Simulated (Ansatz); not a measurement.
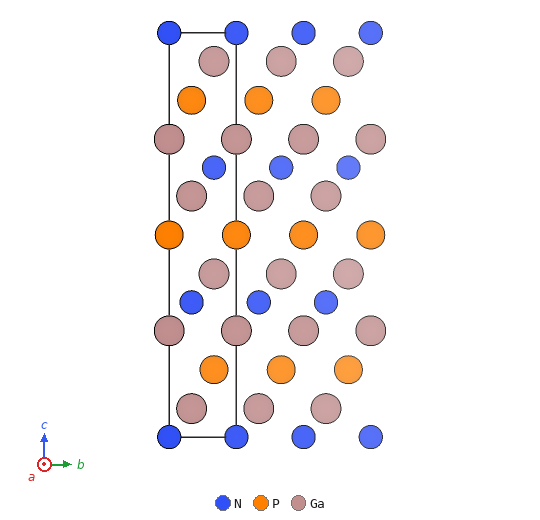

Projection along an edge of the hexagonal mesh, stacking direction c upwards. Every atom sits on one of the three columns of the mesh; call them A, B, C in the order in which they first turn up. The sequence starts with the first layer at or above the cell's origin.

System Ga₂PN (space group R-3m, No. 166); source of the atomic positions: the input geometry of an electronic-structure calculation (not necessarily at equilibrium); the starting structure was generated, so it need not be a known form of this composition.

Question: Read off the stacking sequence over one period.

Answer: N(A) – Ga(B) – P(C) – Ga(A) – N(B) – Ga(C) – P(A) – Ga(B) – N(C) – Ga(A) – P(B) – Ga(C) (twelve layers in 16.94 Å).
